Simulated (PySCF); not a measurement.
H4BBrSi, SMILES Br[SiH2]B, singlet at its CAM-B3LYP/def2-SVP optimised geometry (Å):

```
7

B      1.0410    -0.8701     0.0000
Si    -0.9555    -0.8701     0.0000
Br    -1.1221     1.3841     0.0000
H      1.6475    -0.7932     1.0368
H      1.6498    -0.8102    -1.0366
H     -1.6497    -1.3841     1.2088
H     -1.6498    -1.3817    -1.2097
```

Calculation: CAM-B3LYP/def2-TZVP run with PySCF 2.14.0.

Map of the deformation density (molecule minus spherical neutral atoms) (e/bohr³) on the plane z = 0.6 Å:

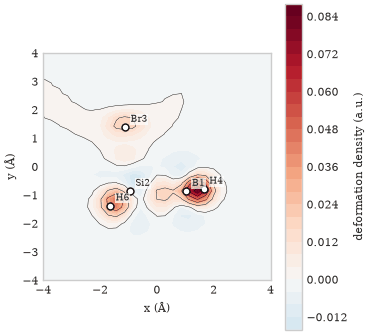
Figure. Deformation density (molecule minus spherical neutral atoms) (e/bohr³) on the plane z = 0.6 Å.
